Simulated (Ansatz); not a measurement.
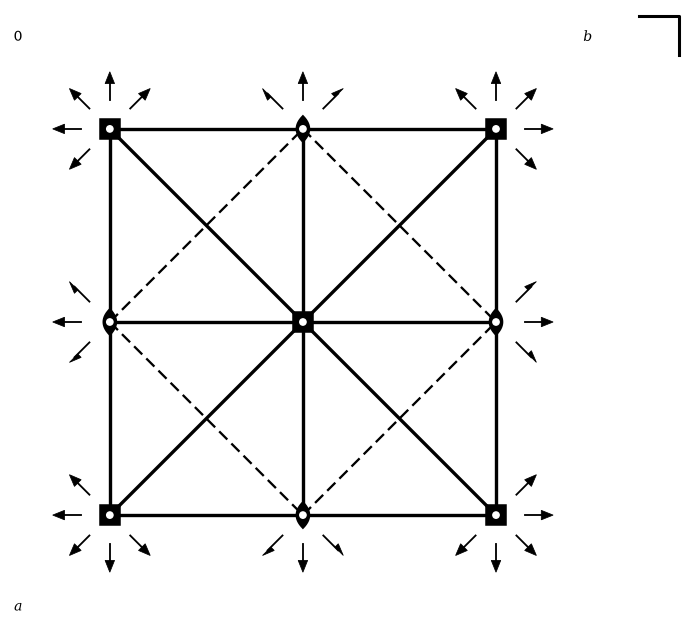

Symmetry elements of a space group, projected down c, computed from the operations of a computed or model structure of composition YZrF2, which need not be its known form.

Symbols follow the International Tables: origin at the upper left, the third axis towards the viewer; heavy, dashed, dotted, dash-dotted and dash-dot-dot lines are mirror, in-plane glide, out-of-plane glide, diagonal (n; with arrows d) and double (e) glide planes seen edge on; arrows at the rim are 2 (full head) and 2₁ (half head) axes in the plane; the corner sign is a plane parallel to the page; fractions are heights. Handed screw axes carry their printed symbol instead of tails.

Which space group is it?

Answer. P4/mmm (No. 123); primitive tetragonal, point group 4/mmm, 16 general positions a cell.

List the elements shown.

Answer. 4 axes along c at (0, 0), (1/2, 1/2); 2 axes along c at (0, 1/2), (1/2, 0); inversion centres at (0, 0), (0, 1/2), (1/2, 0), (1/2, 1/2); mirror planes holding c and [1 1 0] or [−1 1 0]; in-plane glide planes holding c and [1 1 0] or [−1 1 0]; mirror planes normal to a, at x = 0, 1/2; mirror planes normal to b, at y = 0, 1/2; a mirror plane normal to c at height 0; 2 axes along [1 1 0] at height 0; 2 axes along [−1 1 0] at height 0; 2 axes along a at height 0; 2 axes along b at height 0; 2₁ axes along [1 1 0] at height 0; 2₁ axes along [−1 1 0] at height 0. Heights repeat every half period; positions are (a, b) fractions, modulo 1.
